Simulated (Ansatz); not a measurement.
**C₂HSi (doublet): B2PLYP over vertical spin and charge gaps, def2-QZVPP**

How well do these functionals follow the top wave-function level for C₂HSi (doublet) over vertical spin and charge gaps?

Method: def2-QZVPP, all electrons in the functionals, frozen cores in the correlation of double hybrids and RPA; program: Ansatz 0.2.0, Gaussian basis.

The runs, in order: B2PLYP, at charge 0, doublet; charge 0, quartet; charge 1, singlet; charge 1, triplet.

2 further runs of the same task are left out: 2 set aside as unsound or not needed.

**1. The system**

The geometry is a PBE0/def2-TZVP stationary point (not a proven minimum).

4 atoms, charge 0, spin multiplicity 2.

Atoms are counted from 1 here; the program's logs count them from 0.

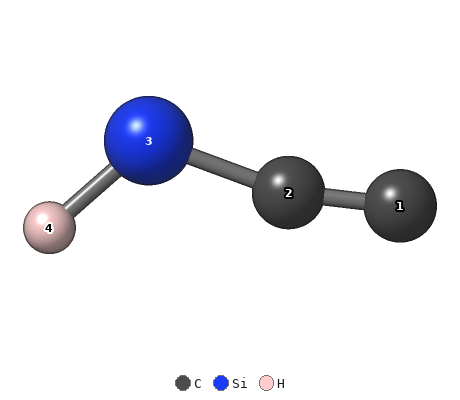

The geometry (carbon dark grey, silicon blue, hydrogen pink); atoms are numbered from 1 in the order of the file.

No dispersion term is added.

The geometry shown and the zero of energy belong to the point charge 0, doublet. The yardstick, UCCSD(T), and other wave-function levels (R restricted, U unrestricted, valence and pair active spaces) come from earlier runs.

**2. B2PLYP, charge 0, doublet**

in.yaml reads:

```yaml
crystal:
  periodic: [false, false, false]
  atoms:
    - {symbol: C, position_ang: [0.000000, 0.010293, 1.919554]}
    - {symbol: C, position_ang: [0.000000, 0.134643, 0.648509]}
    - {symbol: Si, position_ang: [0.000000, -0.101792, -1.029371]}
    - {symbol: H, position_ang: [0.000000, 1.109295, -1.918604]}
basis:
  gaussian: {orbitals: "def2-QZVPP.json"}
magnetization: {spin_polarized: true, initial_magnetization: 1}
hamiltonian: {xc: {name: B2PLYP}}
correlation: {electrons: outside_noble_gas}
```

Launch:

```console
$ ansatz run in.yaml --threads 2 --pin off --events-out ev --progress --plain --max-ram 24576MiB --backend cuda --devices 0, --max-vram 18GiB
```

The program printed:

```text
Functional definition: B2PLYP
  name "B2PLYP"
  cite "Grimme, J. Chem. Phys. 124, 034108 (2006) doi:10.1063/1.2148954"
  cite "Becke, Phys. Rev. A 38, 3098 (1988) doi:10.1103/PhysRevA.38.3098"
  cite "Lee, Yang & Parr, Phys. Rev. B 37, 785 (1988) doi:10.1103/PhysRevB.37.785"
  parameter a = 0.53
  parameter c = 0.27
  exchange = (1 - a)*b88_x + a*exact_x
  correlation = (1 - c)*lyp_c + c*(mp2_os + mp2_ss)
1284 factors; integrals over basis functions are off by at most 8.2e-4 eV
mean field evaluation 1: about -9947.3184 eV, gradient 3.4e1 eV
mean field evaluation 2: about -9947.3887 eV, gradient 3.4e1 eV
mean field evaluation 4: about -9953.9449 eV, gradient 8.2e0 eV
mean field evaluation 8: about -9954.4940 eV, gradient 1.0e0 eV
mean field evaluation 16: about -9954.5121 eV, gradient 1.4e-2 eV
mean field evaluation 32: about -9954.5121 eV, gradient 4.6e-5 eV
mean field evaluation 64: about -9954.5048 eV, gradient 4.6e-1 eV
mean field -9954.51214821 eV, -365.8215740360 hartree, gradient 6.3e-6 eV, S^2 0.779427; 6 other end points of the search recorded, 0 dependent functions left out
7 core orbitals not correlated: weight in the atoms' cores, before any rotation towards them, 1.000 or more for the frozen orbitals, at most 0.000 for the correlated occupied ones
reference -9954.51228452 eV, -365.8215790455 hartree; 7, 6 occupied and 200, 201 virtual orbitals, 1284 factors
second order -13.60455098 eV of doubles, -0.00000000 eV of singles
Total energy: -9958.18551329 eV, -365.9565677127 hartree
```

Wall time 7.5 s (1 × H100 (card shared with other runs) with 2 threads of AMD EPYC 7R13, shared host); peak host memory 1.1 GiB.

From the report: ⟨S²⟩ of the determinant 0.779 (pure doublet: 0.75).

**3. B2PLYP, charge 0, quartet**

Edit in.yaml of step 2 so:

```diff
@@ -9,3 +9,3 @@
   gaussian: {orbitals: "def2-QZVPP.json"}
-magnetization: {spin_polarized: true, initial_magnetization: 1}
+magnetization: {spin_polarized: true, initial_magnetization: 3}
 hamiltonian: {xc: {name: B2PLYP}}
```

Same command.

The program printed, cut to the lines that bear on the results:

```text
Functional definition: B2PLYP
  name "B2PLYP"
  cite "Grimme, J. Chem. Phys. 124, 034108 (2006) doi:10.1063/1.2148954"
  cite "Becke, Phys. Rev. A 38, 3098 (1988) doi:10.1103/PhysRevA.38.3098"
  cite "Lee, Yang & Parr, Phys. Rev. B 37, 785 (1988) doi:10.1103/PhysRevB.37.785"
[...]
1284 factors; integrals over basis functions are off by at most 8.2e-4 eV
[...]
mean field -9953.04315139 eV, -365.7675893987 hartree, gradient 4.4e-6 eV, S^2 3.941827; 1 other end points of the search recorded, 0 dependent functions left out
7 core orbitals not correlated: weight in the atoms' cores, before any rotation towards them, 1.000 or more for the frozen orbitals, at most 0.000 for the correlated occupied ones
reference -9953.04329211 eV, -365.7675945699 hartree; 8, 5 occupied and 199, 202 virtual orbitals, 1284 factors
second order -12.03637424 eV of doubles, -0.00000000 eV of singles
Total energy: -9956.29311315 eV, -365.8870232904 hartree
```

Run time: 6.5 s. Hardware: 1 × H100 (card shared with other runs) with 2 threads of AMD EPYC 7R13, shared host; peak host memory 1.1 GiB.

From the report: ⟨S²⟩ of the determinant 3.942 (pure quartet: 3.75).

From charge 0, doublet: +182.6 kJ/mol.

**4. B2PLYP, charge 1, singlet**

Edit in.yaml of step 3 so:

```diff
@@ -9,3 +9,4 @@
   gaussian: {orbitals: "def2-QZVPP.json"}
-magnetization: {spin_polarized: true, initial_magnetization: 3}
+total_charge: 1
+magnetization: {spin_polarized: true, initial_magnetization: 0}
 hamiltonian: {xc: {name: B2PLYP}}
```

Same command.

The program printed, cut to the lines that bear on the results:

```text
Functional definition: B2PLYP
  name "B2PLYP"
  cite "Grimme, J. Chem. Phys. 124, 034108 (2006) doi:10.1063/1.2148954"
  cite "Becke, Phys. Rev. A 38, 3098 (1988) doi:10.1103/PhysRevA.38.3098"
  cite "Lee, Yang & Parr, Phys. Rev. B 37, 785 (1988) doi:10.1103/PhysRevB.37.785"
[...]
1284 factors; integrals over basis functions are off by at most 8.2e-4 eV
[...]
mean field -9945.22516876 eV, -365.4802838361 hartree, gradient 2.7e-6 eV, S^2 0.938901; 12 other end points of the search recorded, 0 dependent functions left out
7 core orbitals not correlated: weight in the atoms' cores, before any rotation towards them, 1.000 or more for the frozen orbitals, at most 0.000 for the correlated occupied ones
reference -9945.22531012 eV, -365.4802890312 hartree; 6, 6 occupied and 201, 201 virtual orbitals, 1284 factors
second order -11.47001110 eV of doubles, -0.00000000 eV of singles
Total energy: -9948.32221312 eV, -365.5940981171 hartree
```

Run time: 24 s. Hardware: 1 × H100 (card shared with other runs) with 2 threads of AMD EPYC 7R13, shared host; peak host memory 1.1 GiB.

From the report: ⟨S²⟩ of the determinant 0.939 (pure singlet: 0.00). The determinant is far from a pure spin state, so its energy mixes those of several spin states (harmless only where they are near-degenerate, as at dissociation).

From charge 0, doublet: +951.7 kJ/mol.

**5. B2PLYP, charge 1, triplet**

Edit in.yaml of step 4 so:

```diff
@@ -10,3 +10,3 @@
 total_charge: 1
-magnetization: {spin_polarized: true, initial_magnetization: 0}
+magnetization: {spin_polarized: true, initial_magnetization: 2}
 hamiltonian: {xc: {name: B2PLYP}}
```

The command is unchanged.

The program printed, cut to the lines that bear on the results:

```text
Functional definition: B2PLYP
  name "B2PLYP"
  cite "Grimme, J. Chem. Phys. 124, 034108 (2006) doi:10.1063/1.2148954"
  cite "Becke, Phys. Rev. A 38, 3098 (1988) doi:10.1103/PhysRevA.38.3098"
  cite "Lee, Yang & Parr, Phys. Rev. B 37, 785 (1988) doi:10.1103/PhysRevB.37.785"
[...]
1284 factors; integrals over basis functions are off by at most 8.2e-4 eV
[...]
mean field -9945.37264021 eV, -365.4857033121 hartree, gradient 6.6e-6 eV, S^2 2.202152; 4 other end points of the search recorded, 0 dependent functions left out
7 core orbitals not correlated: weight in the atoms' cores, before any rotation towards them, 1.000 or more for the frozen orbitals, at most 0.000 for the correlated occupied ones
reference -9945.37278198 eV, -365.4857085218 hartree; 7, 5 occupied and 200, 202 virtual orbitals, 1284 factors
second order -11.68880740 eV of doubles, -0.00000000 eV of singles
Total energy: -9948.52875997 eV, -365.6016885740 hartree
```

Run time: 15 s. Hardware: 1 × H100 (card shared with other runs) with 2 threads of AMD EPYC 7R13, shared host; peak host memory 1.1 GiB.

From the report: ⟨S²⟩ of the determinant 2.202 (pure triplet: 2.00).

From charge 0, doublet: +931.7 kJ/mol.

**6. Against the wave-function levels**

No level is safe as a reference over these points; UCCSD(T) serves as a yardstick only. It comes from earlier runs at the same points. Energies in kJ/mol, counted from charge 0, doublet; blanks weren't run or aren't comparable.

```csv
level,doublet to quartet,ionisation to the singlet cation,ionisation to the triplet cation
UCCSD(T),162.1,,924.6
B2PLYP,182.6,951.7,931.7
```

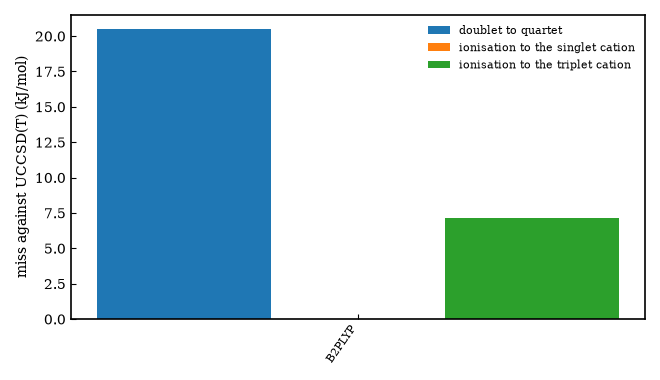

Misses of the gaps against UCCSD(T).

Largest miss and mean time a point (UCCSD(T) took 44 s a point; shared hosts):

```
 level  largest miss (kJ/mol)               where  time a point
B2PLYP                  +20.5  doublet to quartet          13 s
```

**7. Results**

| quantity | value |
| --- | --- |
| doublet to quartet, UCCSD(T) | 162.1 kJ/mol |
| ionisation to the triplet cation, UCCSD(T) | 924.6 kJ/mol |
| largest miss, B2PLYP | +20.5 kJ/mol (doublet to quartet) |

In words: Misses are known at 2 of 3 points at best, and only functionals with that many are ranked. B2PLYP strays by up to 20.5 kJ/mol, at doublet to quartet. B2PLYP clearly breaks the spin symmetry at some points (⟨S²⟩ up to 0.94 above the pure value), so energy there is bought with a mixed spin. Functionals and the yardstick converge differently with the basis, so part of each miss in def2-QZVPP is the basis. The yardstick itself may be off where one determinant is a poor start.
